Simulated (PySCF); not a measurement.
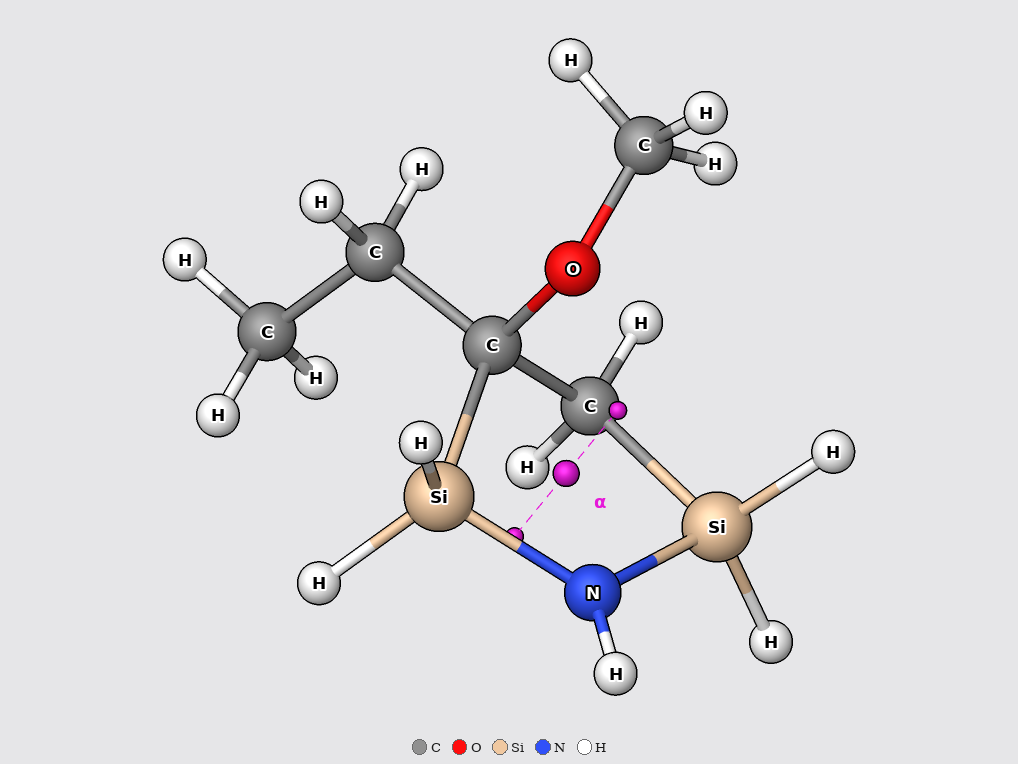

The small points mark where nucleus-independent chemical shifts (NICS) were computed: at the centre of each lettered ring and 1 Å above and below it. The geometry was computed by an optimisation with GFN2-xTB. No frequency run is at hand to confirm it as a minimum. Level of theory: GIAO PBE0/pcSseg-1 NMR shielding, non-relativistic, gas phase (PySCF 2.14.0).

Give NICS(0), NICS(1) and the out-of-plane component NICS(1)zz for each ring (means of the two sides).

```csv
ring,members,NICS(0),NICS(1),NICS(1)zz
α,C2NSi2,−4.6,−2.9,−1.4
```

Values in ppm.

What do the values say about the ring currents?

Answer. Ring α: weak, as in a non-aromatic ring. NICS is one index among several.

The geometry is semi-empirical. Around Si such bond lengths and angles can be off by a tenth of an ångström or more and by several degrees, and values that hang on the shape move with them.
